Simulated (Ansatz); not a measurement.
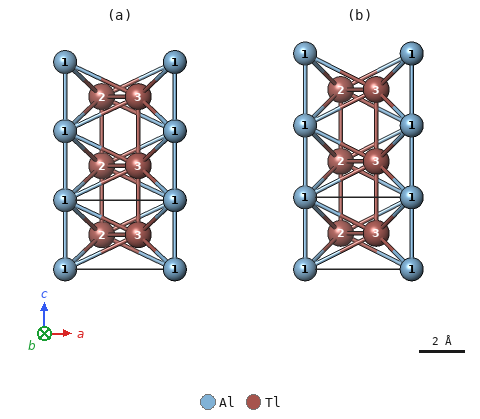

The structure of crystalline AlTl₂ (a generated structure, set up in P6/mmm) (coarse preliminary run) before (left) and after (right) a relaxation, at one scale.

The picture is a ball-and-stick view of the cell of the calculation, repeated 1 × 1 × 3 with one cell outlined, seen along the b axis.

These are results of Ansatz, DFT PBE, scalar-relativistic, plane waves, PAW, not measurements.

Input file:
```yaml
crystal:
  lattice:
    - [5.6331180137, 0.0, 0.0]
    - [-2.8165590068, 4.8784233024, 0.0]
    - [0.0, 0.0, 3.0733934778]
  atoms:
    - { symbol: Al, position: [0.0, 0.0, 0.0] }
    - { symbol: Tl, position: [0.3333333333, 0.6666666667, 0.5] }
    - { symbol: Tl, position: [0.6666666667, 0.3333333333, 0.5] }
basis:
  ecutwfc: 420
kpoints:
  mp_grid: { grid: [6, 6, 6] }
hamiltonian:
  xc: pbe
scf:
  occupations: { method: gaussian, width: 0.1 }
  lower_state_search: "off"
output:
  forces: true
  stress: true
  eigenvalues: true
relax:
  adjacent_minimum: "off"
  f_tol: 0.04
  max_steps: 70
  cell: { stress_tol: 0.4 }
```

Run as
```bash
ansatz run input.yaml --threads 1 --pin off --max-ram 2048MiB --backend cpu --events-out ev --progress --plain --runs-dir out
```

**What changed between the two?**

Over 2 accepted moves (4 points after the start) the energy falls by 23.4 meV per atom. All forces vanish by symmetry, so only the cell relaxes. Pressure: −0.14 GPa at the start and 0.04 GPa at the end. At 2 points the geometry stayed and the basis and grid were re-selected for the new cell (energy shift of 0.1 meV per atom at most each time). The atoms keep their places relative to the cell (all moves are under 0.005 Å). The drawn cell changes as follows: a = b 5.633 → 5.473 Å (−2.8 %), c 3.073 → 3.200 Å (+4.1 %); the volume changes by −1.7 %. Near-neighbour distances that change, for instance: Al1–Al1 3.073 → 3.200 Å, Tl2–Tl2 3.073 → 3.200 Å, Tl2–Tl3 3.252 → 3.160 Å, Al1–Tl2 3.597 → 3.542 Å. The space group stays P6/mmm (No. 191). Cost: 7.8 s on 1 thread of Intel(R) Xeon(R) Platinum 8488C (Sapphire Rapids), with other jobs on the host, peak memory 0.43 GiB.
